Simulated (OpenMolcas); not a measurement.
**Excited-state calculation of GeH4O2 (part 2 of 4)**

Continued. System: GeH4O2, SMILES [OH][GeH2][OH]. Method: CASPT2/ANO-RCC-VDZP, DKH2 (OpenMolcas 26.06). The geometry comes from this level: PBE0-D4/def2-TZVP.

Geometry of the input (Å):
```
O  -1.4913  -0.4160  -0.1739
Ge 0.0235  0.3770  0.3053
O  1.3474  -0.7989  0.4006
H  -1.6349  -0.4187  -1.1221
H  0.3634  1.4605  -0.7391
H  -0.1725  0.8631  1.7373
H  1.6256  -1.1352  -0.4538
```

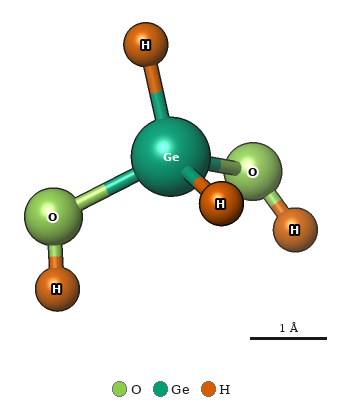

**Figure 1.** The structure (ball-and-stick view, seen at a tilt). Sticks mark near contacts.

The program's output, continued
```
++    Natural Bond Order analysis
      ---------------------------
      Based on LoProp computed density
      -------------------------------------------------------------------------------------
      Atom A       Atom B       Bond Order
      -------------------------------------------------------------------------------------
      NBO located      0.998 non-bonded electrons on atom O1
      NBO located      0.999 non-bonded electrons on atom O3
      NBO located      1.006 non-bonded electrons on atom GE2
      NBO located      1.001 non-bonded electrons on atom GE2
      NBO located      0.997 non-bonded electrons on atom GE2
      NBO located      0.997 non-bonded electrons on atom GE2
      NBO located      0.997 non-bonded electrons on atom GE2
      NBO located      0.997 non-bonded electrons on atom GE2
      NBO located      0.998 non-bonded electrons on atom GE2
      NBO located      0.999 non-bonded electrons on atom GE2
      NBO located      0.999 non-bonded electrons on atom GE2
      NBO located      1.000 non-bonded electrons on atom GE2
      NBO located      1.000 non-bonded electrons on atom GE2
      NBO located      1.000 non-bonded electrons on atom GE2
      NBO located      1.000 non-bonded electrons on atom GE2
      NBO located      1.000 non-bonded electrons on atom GE2
      The remaining   11.512 electrons are to be considered as diffuse
--

--

      Von Neumann Entropy (Root   2) =  0.99985

      Mulliken population analysis for root number:  2
      -----------------------------------------------

++    Molecular charges:
      ------------------

      Mulliken charges per centre
      ---------------------------

                O1      O3      GE2     H4      H5      H6      H7
      Total    7.9912  8.6049 30.7517  1.4206  1.1330  1.1888  0.9099

      N-E      0.0088 -0.6049  1.2483 -0.4206 -0.1330 -0.1888  0.0901

      Total electronic charge=   52.000000

      Total            charge=   -0.000000
--

      Expectation values of various properties for root number:  2
      -----------------------------------------------------------

++    Molecular properties:
      ---------------------

      Charge (e):
                      =   -0.0000
      Dipole Moment (debye):
      Origin of the operator (angstrom)=   -0.0035    0.0838    0.2330
                   X=  1.2078E+00               Y=  1.9451E+00               Z= -4.1746E-01           Total=  2.3273E+00
      Quadrupole Moment (debye*angstrom):
      Origin of the operator (angstrom)=   -0.0035    0.0838    0.2330
                  XX= -3.8630E+01              XY= -1.6629E+00              XZ= -4.9464E+00              YY= -3.3956E+01
                  YZ=  1.0868E+00              ZZ= -3.4525E+01
      In traceless form (debye*angstrom)
                  XX= -4.3897E+00              XY= -2.4944E+00              XZ= -7.4196E+00              YY=  2.6217E+00
                  YZ=  1.6302E+00              ZZ=  1.7681E+00
--

      LoProp population analysis for root number:  2
      -----------------------------------------------

++    LoProp analysis:
      ----------------

++    Static properties:
      ------------------

      LoProp Charges per center

                   O1       O3       GE2      H4       H5       H6       H7
      Nuclear      8.0000   8.0000  32.0000   1.0000   1.0000   1.0000   1.0000
      Electronic  -8.3208  -8.7183 -31.2647  -0.9403  -1.0257  -1.0575  -0.6725

      Total       -0.3208  -0.7183   0.7353   0.0597  -0.0257  -0.0575   0.3275
--

      Natural Bond Order analysis for root number:  2

++    Natural Bond Order analysis
      ---------------------------
      Based on LoProp computed density
      -------------------------------------------------------------------------------------
      Atom A       Atom B       Bond Order
      -------------------------------------------------------------------------------------
      NBO located      0.994 non-bonded electrons on atom O1
      NBO located      0.999 non-bonded electrons on atom O3
      NBO located      1.003 non-bonded electrons on atom GE2
      NBO located      1.001 non-bonded electrons on atom GE2
      NBO located      0.996 non-bonded electrons on atom GE2
      NBO located      0.997 non-bonded electrons on atom GE2
      NBO located      0.997 non-bonded electrons on atom GE2
      NBO located      0.998 non-bonded electrons on atom GE2
      NBO located      0.998 non-bonded electrons on atom GE2
      NBO located      0.999 non-bonded electrons on atom GE2
      NBO located      0.999 non-bonded electrons on atom GE2
      NBO located      1.000 non-bonded electrons on atom GE2
      NBO located      1.000 non-bonded electrons on atom GE2
      NBO located      1.000 non-bonded electrons on atom GE2
      NBO located      1.000 non-bonded electrons on atom GE2
      NBO located      1.000 non-bonded electrons on atom GE2
      The remaining   10.819 electrons are to be considered as diffuse
--

--

      Von Neumann Entropy (Root   3) =  0.00428

      Mulliken population analysis for root number:  3
      -----------------------------------------------

++    Molecular charges:
      ------------------

      Mulliken charges per centre
      ---------------------------

                O1      O3      GE2     H4      H5      H6      H7
      Total    7.1599  8.5218 31.1156  2.0198  1.0423  1.1939  0.9468

      N-E      0.8401 -0.5218  0.8844 -1.0198 -0.0423 -0.1939  0.0532

      Total electronic charge=   52.000000

      Total            charge=   -0.000000
--

      Expectation values of various properties for root number:  3
      -----------------------------------------------------------

++    Molecular properties:
      ---------------------

      Charge (e):
                      =   -0.0000
      Dipole Moment (debye):
      Origin of the operator (angstrom)=   -0.0035    0.0838    0.2330
                   X=  1.4906E+00               Y=  1.9496E+00               Z=  1.9651E+00           Total=  3.1439E+00
      Quadrupole Moment (debye*angstrom):
      Origin of the operator (angstrom)=   -0.0035    0.0838    0.2330
                  XX= -4.2447E+01              XY= -2.4151E+00              XZ= -9.2612E+00              YY= -3.6631E+01
                  YZ= -1.1858E+00              ZZ= -4.4034E+01
      In traceless form (debye*angstrom)
                  XX= -2.1146E+00              XY= -3.6226E+00              XZ= -1.3892E+01              YY=  6.6091E+00
                  YZ= -1.7787E+00              ZZ= -4.4944E+00
--

      LoProp population analysis for root number:  3
      -----------------------------------------------

++    LoProp analysis:
      ----------------

++    Static properties:
      ------------------

      LoProp Charges per center

                   O1       O3       GE2      H4       H5       H6       H7
      Nuclear      8.0000   8.0000  32.0000   1.0000   1.0000   1.0000   1.0000
      Electronic  -7.7036  -8.6540 -31.6362  -1.2968  -0.9579  -1.0597  -0.6918

      Total        0.2964  -0.6540   0.3638  -0.2968   0.0421  -0.0597   0.3082
--

      Natural Bond Order analysis for root number:  3

++    Natural Bond Order analysis
      ---------------------------
      Based on LoProp computed density
      -------------------------------------------------------------------------------------
      Atom A       Atom B       Bond Order
        GE2          H4             0.806
      -------------------------------------------------------------------------------------
      NBO located      1.611 electrons involved in    1 bonds.
      NBO located      0.990 non-bonded electrons on atom O1
      NBO located      0.998 non-bonded electrons on atom O3
      NBO located      0.992 non-bonded electrons on atom GE2
      NBO located      1.001 non-bonded electrons on atom GE2
      NBO located      0.996 non-bonded electrons on atom GE2
      NBO located      0.996 non-bonded electrons on atom GE2
      NBO located      0.997 non-bonded electrons on atom GE2
      NBO located      0.998 non-bonded electrons on atom GE2
      NBO located      0.999 non-bonded electrons on atom GE2
      NBO located      0.999 non-bonded electrons on atom GE2
      NBO located      0.999 non-bonded electrons on atom GE2
      NBO located      1.000 non-bonded electrons on atom GE2
      NBO located      1.000 non-bonded electrons on atom GE2
      NBO located      1.000 non-bonded electrons on atom GE2
      NBO located      1.000 non-bonded electrons on atom GE2
      NBO located      1.000 non-bonded electrons on atom GE2
      The remaining    8.518 electrons are to be considered as diffuse
--

--

      Average orbitals are written to the RASORB file
      Natural orbitals for root   1 are written to the RASORB.1 file
      Natural orbitals for root   2 are written to the RASORB.2 file
      Natural orbitals for root   3 are written to the RASORB.3 file
      Spin density orbitals for root   1 are written to the SPDORB.1 file
      Spin density orbitals for root   2 are written to the SPDORB.2 file
      Spin density orbitals for root   3 are written to the SPDORB.3 file

--- Stop Module: rasscf /rc=_RC_ALL_IS_WELL_ ---
           step3.RasOrb.3 step3.rasscf.h5 step3.SpdOrb.1 step3.SpdOrb.2 step3.SpdOrb.3 xmldump
--- Module rasscf spent 3 seconds ---

--- Start Module: caspt2 ---

                                              &CASPT2

                       available to each process: 1.9 GB of memory, 1 thread

++    Wave function specifications:
      -----------------------------

      Number of closed shell electrons          18
      Number of electrons in active shells       2
      Max number of holes in RAS1 space          0
      Max number of electrons in RAS3 space      0
      Number of inactive orbitals                9
      Number of active orbitals                  2
      Number of secondary orbitals              48
      Spin quantum number                      0.0
      State symmetry                             1
      Number of CSFs                             3
      Number of CASSCF root(s) available         3
      CASPT2 state passed to geometry opt.       3
      A file JOBMIX will be created
      This is a MULTI-STATE CASSCF reference
      Number of CI roots used                    3
      These are:                                 1   2   3
      Off-diagonal elements of Heff are computed
--

++    Orbital specifications:
      -----------------------

      Symmetry species                           1
                                                 a
      Frozen orbitals                           16
      Inactive orbitals                          9
      Active orbitals                            2
      Secondary orbitals                        48
      Deleted orbitals                           0
      Number of basis functions                 75
--

++    CASPT2 specifications:
      ----------------------

      Type of calculation                        XDW-CASPT2
      Fock operator                              dynamically weighted
      DW Type                                    1
      DW exponent                                1.0000E+00
      IPEA shift                                 0.25
      Real shift                                 0.00
      Imaginary shift                            0.00
      Sigma^2 regularizer                        0.30
      The input orbitals will be transformed to quasi-canonical
      The input states will be rotated to diagonalize the Fock operator
--

--------------------------------------------------------------------------------
 Estimated memory requirements:
  POLY3 :                   250070
  RHS:                      369764
  SIGMA :                   355840
  PRPCTL:                        0
 Available workspace:    232488059

  H0 in the original model space basis:
                1               2               3
   1      -15.42971336     -0.00232329     -0.01310788
   2       -0.00232329    -15.06873941      0.00128880
   3       -0.01310788      0.00128880    -14.70773625

  H0 eigenvectors:
                1               2               3
   1        0.99981529     -0.00629787     -0.01815817
   2        0.00636577      0.99997295      0.00368381
   3        0.01813447     -0.00379872      0.99982834

++ CASPT2 computation for group   1

********************************************************************************
 Multi-State initialization phase begins for group   1
--------------------------------------------------------------------------------
********************************************************************************
 Compute H0 matrices for state    1
--------------------------------------------------------------------------------
--------------------------------------------------------------------------------
 H0 matrices have been computed.

********************************************************************************
  CASPT2 EQUATION SOLUTION
--------------------------------------------------------------------------------

  Total nr of CASPT2 parameters:
   Before reduction:      151515
   After  reduction:      120783

 Variance of |WF0>:       1.9194500093

 The contributions to the second order correlation energy in atomic units.
-----------------------------------------------------------------------------------------------------------------------------
  IT.      VJTU        VJTI        ATVX        AIVX        VJAI        BVAT        BJAT        BJAI        TOTAL       RNORM
-----------------------------------------------------------------------------------------------------------------------------
   1    -0.001106   -0.002323   -0.003472   -0.044263   -0.025080   -0.014595   -0.089052   -0.349553   -0.529444    0.001135
   2    -0.001103   -0.002314   -0.003474   -0.044338   -0.025129   -0.014595   -0.089045   -0.349532   -0.529531    0.000090
   3    -0.001102   -0.002315   -0.003475   -0.044342   -0.025131   -0.014595   -0.089047   -0.349535   -0.529541    0.000006
-----------------------------------------------------------------------------------------------------------------------------

  FINAL CASPT2 RESULT:

      Reference energy:       -2249.2360658872
      E2 (Non-variational):      -0.5295408461
      Shift correction:          -0.0000158345
      E2 (Variational):          -0.5295566806
      Total energy:           -2249.7656225678
      Residual norm:              0.0000003721
      Reference weight:           0.84357

      Contributions to the CASPT2 correlation energy
      Active & Virtual Only:         -0.0180699885
      One Inactive Excited:          -0.1344907106
      Two Inactive Excited:          -0.3769801470

++ Denominators, etc.
--------------------------------------------------------------------------------------------------------------
 Report on small energy denominators, large coefficients, and large energy contributions.
CASE  SYMM ACTIVE-MIX  NON-ACTIVE INDICES          DENOMINATOR     RHS VALUE       COEFFICIENT     CONTRIBUTION
AIVX     1  Mu1.0001  In1.022 Se1.030               0.88241619     -0.02586010      0.02868534     -0.00074181
AIVX     1  Mu1.0001  In1.019 Se1.031               1.12728645      0.03564255     -0.03115378     -0.00111040
AIVX     1  Mu1.0001  In1.020 Se1.031               1.03563905      0.03618043     -0.03455642     -0.00125027
AIVX     1  Mu1.0001  In1.020 Se1.033               1.20522831      0.03976251     -0.03244380     -0.00129005
AIVX     1  Mu1.0001  In1.021 Se1.033               1.15154404     -0.03063147      0.02594826     -0.00079483
AIVX     1  Mu1.0001  In1.022 Se1.034               1.11114015      0.03443311     -0.03036782     -0.00104566
AIVX     1  Mu1.0001  In1.019 Se1.035               1.44195176      0.04657492     -0.03178870     -0.00148056
AIVX     1  Mu1.0001  In1.020 Se1.035               1.35030436      0.06522972     -0.04736915     -0.00308988
AIVX     1  Mu1.0001  In1.021 Se1.035               1.29662009     -0.03755686      0.02810119     -0.00105539
AIVX     1  Mu1.0001  In1.022 Se1.035               1.22559222      0.03267318     -0.02581023     -0.00084330
--

   (Skipping property calculation,
    use PROP keyword to activate)
--

++ CASPT2 computation for group   2

********************************************************************************
 Multi-State initialization phase begins for group   2
--------------------------------------------------------------------------------
********************************************************************************
 Compute H0 matrices for state    2
--------------------------------------------------------------------------------
```
